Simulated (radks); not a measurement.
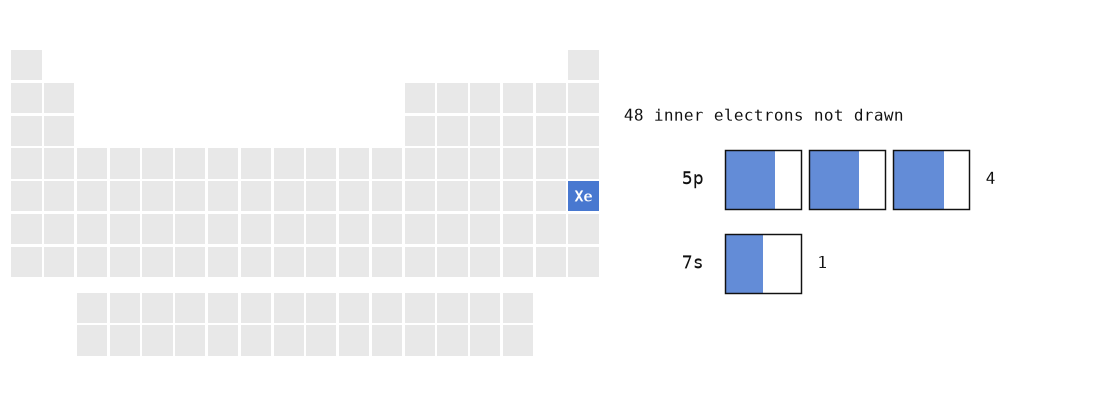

Left, the place of xenon in the periodic table; right, the outer shells as the input fills them: a box for each of the 2l + 1 orbitals, shaded by the share of the shell that is filled, with the electron count at the right.

# Atomic calculation, with input and output: Xe⁺

Xe⁺ (Z = 54, 53 electrons) in the configuration [Kr] 4d10 5s2 5p4 7s1 (high spin). Computed at this level: scalar-relativistic Kohn-Sham, r2SCAN, spin-polarised, spherical densities, finite nucleus (the in-house radial solver radks).

**Log**
```
1s      1   1.0000       -1265.98700569
2s      1   1.0000        -198.22577346
2p      1   3.0000        -177.82001922
3s      1   1.0000         -41.32130096
3p      1   3.0000         -34.68874246
3d      1   5.0000         -24.86712631
4s      1   1.0000          -8.08652019
4p      1   3.0000          -5.97409211
4d      1   5.0000          -2.88460698
5s      1   1.0000          -1.37443152
5p      1   3.0000          -0.89644035
7s      1   1.0000          -0.13795571
1s      2   1.0000       -1265.98183030
2s      2   1.0000        -198.22498503
2p      2   3.0000        -177.81669962
3s      2   1.0000         -41.31867318
3p      2   3.0000         -34.68513242
3d      2   5.0000         -24.86330211
4s      2   1.0000          -8.07797135
4p      2   3.0000          -5.96637819
4d      2   5.0000          -2.87333337
5s      2   1.0000          -1.29297778
5p      2   1.0000          -0.81493032
7s      2   0.0000          -0.12955376
Etot -7446.954348446974
Ekin 7831.259189463553
Encl -17989.863036275423
Eh 2898.2358303375013
Exc -186.58633197260627
err 1.9986295367941313e-06
it 19
```

**Orbitals**

```csv
orbital,occupation,energy (eV),⟨r⟩ (bohr),outer maximum (bohr)
1s up,1,−34449.3,0.02666,0.0172
1s down,1,−34449.1,0.02666,0.0172
2s up,1,−5394.0,0.1146,0.0969
2s down,1,−5394.0,0.1146,0.0969
2p up,3,−4838.7,0.1003,0.0778
2p down,3,−4838.6,0.1003,0.0778
3s up,1,−1124.4,0.3057,0.279
3s down,1,−1124.3,0.3057,0.279
3p up,3,−943.929,0.3040,0.273
3p down,3,−943.831,0.3039,0.273
3d up,5,−676.669,0.2809,0.226
3d down,5,−676.565,0.2808,0.226
4s up,1,−220.045,0.7172,0.661
4s down,1,−219.813,0.7176,0.662
4p up,3,−162.563,0.7650,0.693
4p down,3,−162.353,0.7649,0.694
4d up,5,−78.494,0.8764,0.748
4d down,5,−78.187,0.8730,0.748
5s up,1,−37.400,1.802,1.61
5s down,1,−35.184,1.799,1.60
5p up,3,−24.393,2.091,1.84
5p down,1,−22.175,2.101,1.83
7s up,1,−3.754,9.003,9.04
```

**Slater integrals of the outer shells (hartree)**

| integral | value |
| --- | --- |
| F0(7s,7s) | 0.0994 |
| F0(7s,5p) | 0.1339 |
| G1(7s,5p) | 0.0057 |
| F0(7s,5s) | 0.1354 |
| G0(7s,5s) | 0.0035 |
| F0(7s,4d) | 0.1402 |
| G2(7s,4d) | 0.0028 |
| F0(5p,5p) | 0.4307 |
| F2(5p,5p) | 0.2337 |
| F0(5p,5s) | 0.4603 |
| G1(5p,5s) | 0.3086 |
| F0(5p,4d) | 0.5371 |
| F2(5p,4d) | 0.1510 |
| G1(5p,4d) | 0.0461 |
| G3(5p,4d) | 0.0433 |
| F0(5s,5s) | 0.4994 |
| F0(5s,4d) | 0.6100 |
| G2(5s,4d) | 0.0724 |
| F0(4d,4d) | 1.0299 |
| F2(4d,4d) | 0.5228 |

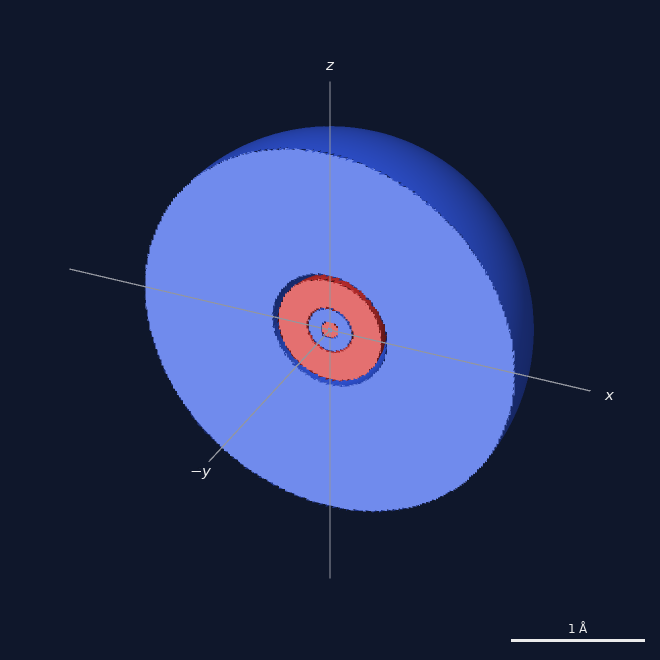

The 5s orbital of down spin. The surface of constant |ψ| that holds about 95 % of the electron is drawn, blue where ψ is positive and red where it is negative, with the half in front of the xz plane cut away and the cut face painted. The radial function comes from the spherical calculation and is multiplied by a real spherical harmonic; the overall sign is chosen so that the largest lobe of P(r) is positive; at the scalar-relativistic level it is the large component. It has no angular node and 4 radial nodes, at r = 0.0330, 0.131, 0.348 and 0.851 bohr; only the outer 2 can be made out at this scale. The outermost maximum of P² lies at 1.60 bohr, ⟨r⟩ = 1.80 bohr, 90 % of the charge lies within 2.60 bohr, and the eigenvalue is −35.2 eV, with 1 electron in the shell for this spin.

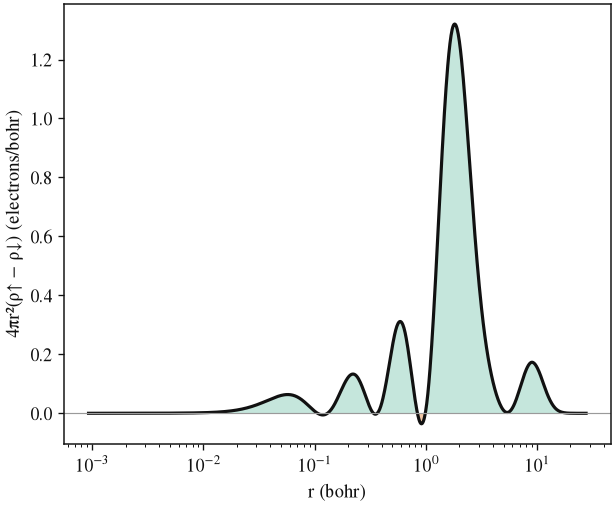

The radial spin density. The curve integrates to 3 unpaired electrons, held by 5p (+2) and 7s (+1). Its largest value, 1.32 electrons/bohr, lies near r = 1.8 bohr. Regions of the opposite sign hold 0.0037 electrons in all, from the polarisation of filled shells.

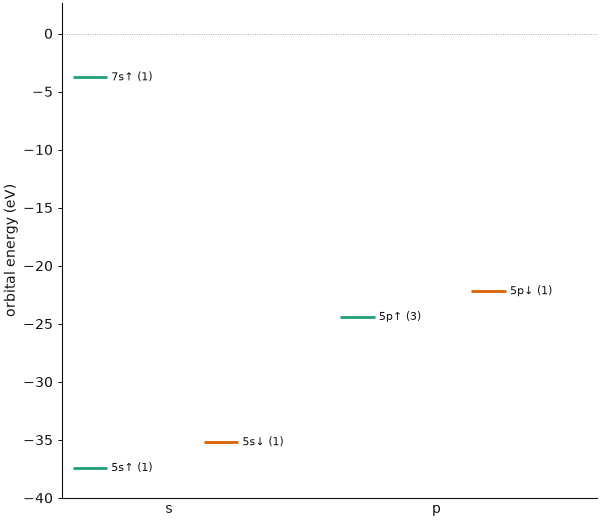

The outer levels are drawn by angular momentum (occupations in brackets, up spins at the left of each column and down spins at the right). The highest occupied level is 7s up at −3.75 eV. The highest 3 occupied levels, from the top down, are 7s up (−3.75 eV), 5p down (−22.2 eV), 5p up (−24.4 eV). The largest exchange splitting (down less up) among the shells drawn in both spins is that of 5p, 2.22 eV.

**The input**
```
Z 54
configuration [Kr] 4d10 5s2 5p4 7s1
relativity scalar-relativistic
functional r2scan,r2scan
spin polarised
nucleus finite rms 4.7859 fm
c 137.035999084
```

Energies in input and log are in hartree, lengths in bohr (the nuclear radius in fm).

**Summary**

- outcome: converged
- total energy: −7446.9543 hartree
- kinetic energy: 7831.2592 hartree
- electron–nucleus energy: −17989.8630 hartree
- Hartree energy: 2898.2358 hartree
- exchange–correlation energy: −186.586332 hartree
- radius at density 0.001 e/bohr³: 3.98 bohr
- SCF iterations: 19
- hardware: 1 CPU thread, shared host

**Remarks**

This is an excited configuration.
